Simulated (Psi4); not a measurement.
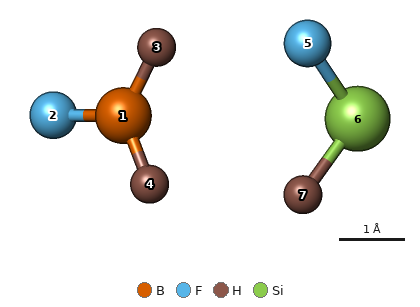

**Figure 1.** The input geometry (ball-and-stick view, seen on its broad side; atoms are numbered from 1 in the order of the input). Bond lengths as drawn: B–F 1.32 Å, B–H 1.20 Å, F–Si 1.61 Å and H–Si 1.54 Å.

Interaction calculation of BSiH₃F₂ (part 1 of 2)

System: BSiH₃F₂, SMILES BF.F[SiH].
Method: SAPT2+(3)DMP2/jun-cc-pVDZ, RHF (Psi4 1.11).

Output:
```
Psi4 1.11 release

   => Loading Basis Set <=

    Name: JUN-CC-PVDZ
    Role: ORBITAL
    Keyword: BASIS

   => Loading Basis Set <=

    Name: JUN-CC-PVDZ
    Role: ORBITAL
    Keyword: BASIS

  //>>>>>>>>>>>>>>>>>>>>>>>>>>>>>>>>>>>//
  //              Dimer HF             //
  //<<<<<<<<<<<<<<<<<<<<<<<<<<<<<<<<<<<//

   => Loading Basis Set <=

    Name: JUN-CC-PVDZ
    Role: ORBITAL
    Keyword: BASIS

         ---------------------------------------------------------
                                   SCF
                              RHF Reference
                        1 Threads,   1525 MiB Core
         ---------------------------------------------------------

  ==> Geometry <==

    Molecular point group: c1
    Full point group: C1

    Geometry (in Angstrom), charge = 0, multiplicity = 1:

       Center              X                  Y                   Z               Mass
    ------------   -----------------  -----------------  -----------------  -----------------
         B           -0.041200000000     0.011050000000    -0.025730000000    11.009305360000
         F            1.047300000000    -0.281650000000     0.654980000000    18.998403162730
         H           -1.026400000000    -0.634050000000     0.191280000000     1.007825032230
         H            0.020300000000     0.904650000000    -0.820520000000     1.007825032230
         F           -2.597100000000    -0.920410000000    -1.547210000000    18.998403162730
         SI          -1.894180000000    -0.886900000000    -2.997670000000    27.976926534650
         H           -1.188050000000     0.469680000000    -2.812300000000     1.007825032230

  Running in c1 symmetry.

  Rotational constants: A =      0.43410  B =      0.02922  C =      0.02822 [cm^-1]
  Rotational constants: A =  13013.84443  B =    875.85272  C =    845.89072 [MHz]
  Nuclear repulsion =  127.585325879602237

  Charge       = 0
  Multiplicity = 1
  Electrons    = 40
  Nalpha       = 20
  Nbeta        = 20

  ==> Algorithm <==

  SCF Algorithm Type is DF.
  DIIS enabled.
  MOM disabled.
  Fractional occupation disabled.
  Guess Type is SAD.
  Energy threshold   = 1.00e-08
  Density threshold  = 1.00e-08
  Integral threshold = 1.00e-12

  ==> Primary Basis <==

  Basis Set: JUN-CC-PVDZ
    Blend: JUN-CC-PVDZ
    Number of shells: 43
    Number of basis functions: 91
    Number of Cartesian functions: 95
    Spherical Harmonics?: true
    Max angular momentum: 2

   => Loading Basis Set <=

    Name: (JUN-CC-PVDZ AUX)
    Role: JKFIT
    Keyword: DF_BASIS_SCF

  ==> Integral Setup <==

  DFHelper Memory: AOs need 0.028 GiB; user supplied 1.118 GiB.
  SCF_SUBTYPE=INCORE selected. In-core MEM_DF algorithm will be used.
  Using in-core AOs.

  ==> MemDFJK: Density-Fitted J/K Matrices <==

    J tasked:                   Yes
    K tasked:                   Yes
    wK tasked:                   No
    Memory [MiB]:              1144
    Algorithm:                 Core
    Schwarz Cutoff:           1E-12
    Mask sparsity (%):       2.6084
    Fitting Condition:        1E-10

   => Auxiliary Basis Set <=

  Basis Set: (JUN-CC-PVDZ AUX)
    Blend: JUN-CC-PVDZ-JKFIT
    Number of shells: 147
    Number of basis functions: 427
    Number of Cartesian functions: 488
    Spherical Harmonics?: true
    Max angular momentum: 3

  Minimum eigenvalue in the overlap matrix is 1.7310219391E-03.
  Reciprocal condition number of the overlap matrix is 2.7060192799E-04.
    Using symmetric orthogonalization.

  ==> Pre-Iterations <==

  SCF Guess: Superposition of Atomic Densities via on-the-fly atomic UHF (no occupation information).

   -------------------------
    Irrep   Nso     Nmo
   -------------------------
     A         91      91
   -------------------------
    Total      91      91
   -------------------------

  ==> Iterations <==

                           Total Energy        Delta E     RMS |[F,P]|

   @DF-RHF iter SAD:  -512.80560638414033   -5.12806e+02   0.00000e+00
   @DF-RHF iter   1:  -514.21173273080262   -1.40613e+00   4.39970e-03 ADIIS/DIIS
   @DF-RHF iter   2:  -514.25233892275492   -4.06062e-02   2.94566e-03 ADIIS/DIIS
   @DF-RHF iter   3:  -514.27467967912946   -2.23408e-02   2.50536e-04 ADIIS/DIIS
   @DF-RHF iter   4:  -514.27512104340383   -4.41364e-04   5.34208e-05 DIIS
   @DF-RHF iter   5:  -514.27513519140223   -1.41480e-05   1.97761e-05 DIIS
   @DF-RHF iter   6:  -514.27513736097501   -2.16957e-06   4.78440e-06 DIIS
   @DF-RHF iter   7:  -514.27513762599961   -2.65025e-07   1.18247e-06 DIIS
   @DF-RHF iter   8:  -514.27513765125559   -2.52560e-08   3.48570e-07 DIIS
   @DF-RHF iter   9:  -514.27513765466460   -3.40901e-09   1.20589e-07 DIIS
   @DF-RHF iter  10:  -514.27513765522497   -5.60362e-10   4.74946e-08 DIIS
   @DF-RHF iter  11:  -514.27513765531501   -9.00400e-11   1.00691e-08 DIIS
   @DF-RHF iter  12:  -514.27513765531808   -3.06954e-12   2.66362e-09 DIIS
  Energy and wave function converged.

  ==> Post-Iterations <==

    Orbital Energies [Eh]
    ---------------------

    Doubly Occupied:

       1A    -68.860503     2A    -26.315610     3A    -26.308253
       4A     -7.674690     5A     -6.200805     6A     -4.303734
       7A     -4.303197     8A     -4.300206     9A     -1.626848
      10A     -1.605346    11A     -0.795940    12A     -0.769317
      13A     -0.706763    14A     -0.687480    15A     -0.675294
      16A     -0.669756    17A     -0.620674    18A     -0.570073
      19A     -0.482481    20A     -0.357923

    Virtual:

      21A     -0.001855    22A      0.045876    23A      0.051287
      24A      0.062548    25A      0.067833    26A      0.071034
      27A      0.080844    28A      0.097072    29A      0.123527
      30A      0.147308    31A      0.165072    32A      0.204537
      33A      0.252731    34A      0.266947    35A      0.277931
      36A      0.298187    37A      0.307573    38A      0.312516
      39A      0.327345    40A      0.365793    41A      0.420565
      42A      0.440585    43A      0.482493    44A      0.502018
      45A      0.510549    46A      0.528825    47A      0.544818
      48A      0.587810    49A      0.598635    50A      0.617079
      51A      0.625968    52A      0.648131    53A      0.674092
      54A      0.752454    55A      0.803265    56A      0.836127
      57A      0.887678    58A      0.933295    59A      0.953271
      60A      1.033331    61A      1.084615    62A      1.328266
      63A      1.406390    64A      1.450137    65A      1.648020
      66A      1.691101    67A      1.708755    68A      1.734415
      69A      1.748394    70A      1.795217    71A      1.819128
      72A      1.842119    73A      1.873445    74A      1.959265
      75A      1.994144    76A      2.164783    77A      2.265580
      78A      2.495450    79A      2.604727    80A      2.712533
      81A      2.741365    82A      3.968743    83A      3.974303
      84A      3.990308    85A      4.017625    86A      4.026330
      87A      4.042849    88A      4.147007    89A      4.270553
      90A      4.332805    91A      4.528166

    Final Occupation by Irrep:
              A
    DOCC [    20 ]
    NA   [    20 ]
    NB   [    20 ]

  @DF-RHF Final Energy:  -514.27513765531808

   => Energetics <=

    Nuclear Repulsion Energy =            127.5853258796022374
    One-Electron Energy =                -968.0511435482935667
    Two-Electron Energy =                 326.1906800133732531
    Total Energy =                       -514.2751376553180762

Computation Completed

Properties will be evaluated at   0.000000,   0.000000,   0.000000 [a0]

Properties computed using the SCF density matrix

 Multipole Moments:

 ------------------------------------------------------------------------------------
     Multipole            Electronic (a.u.)      Nuclear  (a.u.)        Total (a.u.)
 ------------------------------------------------------------------------------------

 L = 1.  Multiply by 2.5417464519 to convert [e a0] to [Debye]
 Dipole X            :         80.8512489          -81.0066442           -0.1553953
 Dipole Y            :         42.6686503          -42.4047173            0.2639330
 Dipole Z            :        100.5501857         -101.2281688           -0.6779831
 Magnitude           :                                                    0.7439552

 ------------------------------------------------------------------------------------

	total time  =          1 seconds =       0.02 minutes

  //>>>>>>>>>>>>>>>>>>>>>>>>>>>>>>>>>>>//
  //               DFMP2               //
  //<<<<<<<<<<<<<<<<<<<<<<<<<<<<<<<<<<<//

   => Loading Basis Set <=

    Name: (JUN-CC-PVDZ AUX)
    Role: RIFIT
    Keyword: DF_BASIS_MP2

	 --------------------------------------------------------
	                          DF-MP2
	      2nd-Order Density-Fitted Moller-Plesset Theory
	              RMP2 Wavefunction,   1 Threads

	 --------------------------------------------------------

   => Auxiliary Basis Set <=

  Basis Set: (JUN-CC-PVDZ AUX)
    Blend: JUN-CC-PVDZ-RI
    Number of shells: 108
    Number of basis functions: 322
    Number of Cartesian functions: 373
    Spherical Harmonics?: true
    Max angular momentum: 3

	 --------------------------------------------------------
	                 NBF =    91, NAUX =   322
	 --------------------------------------------------------
	   CLASS    FOCC     OCC    AOCC    AVIR     VIR    FVIR
	   PAIRS       8      20      12      71      71       0
	 --------------------------------------------------------

	 Will save fitting metric to file 97.

	-----------------------------------------------------------
	 ==================> DF-MP2 Energies <====================
	-----------------------------------------------------------
	 Reference Energy          =    -514.2751376553180762 [Eh]
	 Singles Energy            =      -0.0000000000000000 [Eh]
	 Same-Spin Energy          =      -0.1332969682780358 [Eh]
	 Opposite-Spin Energy      =      -0.4218165880151465 [Eh]
	 Correlation Energy        =      -0.5551135562931823 [Eh]
	 Total Energy              =    -514.8302512116113121 [Eh]
	-----------------------------------------------------------
	 ================> DF-SCS-MP2 Energies <==================
	-----------------------------------------------------------
	 SCS Same-Spin Scale       =       0.3333333333333333 [-]
	 SCS Opposite-Spin Scale   =       1.2000000000000000 [-]
	 SCS Same-Spin Energy      =      -0.0444323227593453 [Eh]
	 SCS Opposite-Spin Energy  =      -0.5061799056181757 [Eh]
	 SCS Correlation Energy    =      -0.5506122283775210 [Eh]
	 SCS Total Energy          =    -514.8257498836956074 [Eh]
	-----------------------------------------------------------

	total time  =          1 seconds =       0.02 minutes

  //>>>>>>>>>>>>>>>>>>>>>>>>>>>>>>>>>>>//
  //            Monomer A HF           //
  //<<<<<<<<<<<<<<<<<<<<<<<<<<<<<<<<<<<//

  ==> Geometry <==

    Molecular point group: c1
    Full point group: C1

    Geometry (in Angstrom), charge = 0, multiplicity = 1:

       Center              X                  Y                   Z               Mass
    ------------   -----------------  -----------------  -----------------  -----------------
         B           -0.041200000000     0.011050000000    -0.025730000000    11.009305360000
         F            1.047300000000    -0.281650000000     0.654980000000    18.998403162730
         H           -1.026400000000    -0.634050000000     0.191280000000     1.007825032230
         H            0.020300000000     0.904650000000    -0.820520000000     1.007825032230
      Gh(F)          -2.597100000000    -0.920410000000    -1.547210000000    18.998403162730
      Gh(SI)         -1.894180000000    -0.886900000000    -2.997670000000    27.976926534650
      Gh(H)          -1.188050000000     0.469680000000    -2.812300000000     1.007825032230

  Running in c1 symmetry.

  Rotational constants: A =      0.43410  B =      0.02922  C =      0.02822 [cm^-1]
  Rotational constants: A =  13013.84443  B =    875.85272  C =    845.89072 [MHz]
  Nuclear repulsion =   27.175696371691735

  Charge       = 0
  Multiplicity = 1
  Electrons    = 16
  Nalpha       = 8
  Nbeta        = 8

  ==> Iterations <==

                           Total Energy        Delta E     RMS |[F,P]|

   @DF-RHF iter SAD:  -124.50579920951367   -1.24506e+02   0.00000e+00
   @DF-RHF iter   1:  -125.30425111813828   -7.98452e-01   2.86768e-03 ADIIS/DIIS
   @DF-RHF iter   2:  -125.32024663431270   -1.59955e-02   1.83832e-03 ADIIS/DIIS
   @DF-RHF iter   3:  -125.32883383237150   -8.58720e-03   1.48328e-04 ADIIS/DIIS
   @DF-RHF iter   4:  -125.32897668214231   -1.42850e-04   1.74541e-05 DIIS
   @DF-RHF iter   5:  -125.32897927341477   -2.59127e-06   5.56324e-06 DIIS
   @DF-RHF iter   6:  -125.32897958882171   -3.15407e-07   1.33580e-06 DIIS
   @DF-RHF iter   7:  -125.32897960764038   -1.88187e-08   2.24434e-07 DIIS
   @DF-RHF iter   8:  -125.32897960816227   -5.21894e-10   2.68254e-08 DIIS
   @DF-RHF iter   9:  -125.32897960816942   -7.14806e-12   5.37553e-09 DIIS
  Energy and wave function converged.

  ==> Post-Iterations <==

    Final Occupation by Irrep:
              A
    DOCC [     8 ]
    NA   [     8 ]
    NB   [     8 ]

  @DF-RHF Final Energy:  -125.32897960816942

   => Energetics <=

    Nuclear Repulsion Energy =             27.1756963716917355
    One-Electron Energy =                -227.1388460276141075
    Two-Electron Energy =                  74.6341700477529457
    Total Energy =                       -125.3289796081694192

Computation Completed

Properties will be evaluated at   0.000000,   0.000000,   0.000000 [a0]

Properties computed using the SCF density matrix

 Multipole Moments:

 ------------------------------------------------------------------------------------
     Multipole            Electronic (a.u.)      Nuclear  (a.u.)        Total (a.u.)
 ------------------------------------------------------------------------------------

 L = 1.  Multiply by 2.5417464519 to convert [e a0] to [Debye]
 Dipole X            :        -15.8872226           15.5214545           -0.3657681
 Dipole Y            :          4.2739972           -4.1744050            0.0995922
 Dipole Z            :         -9.9346177            9.7073908           -0.2272269
 Magnitude           :                                                    0.4419694

 ------------------------------------------------------------------------------------

	total time  =          0 seconds =       0.00 minutes
```
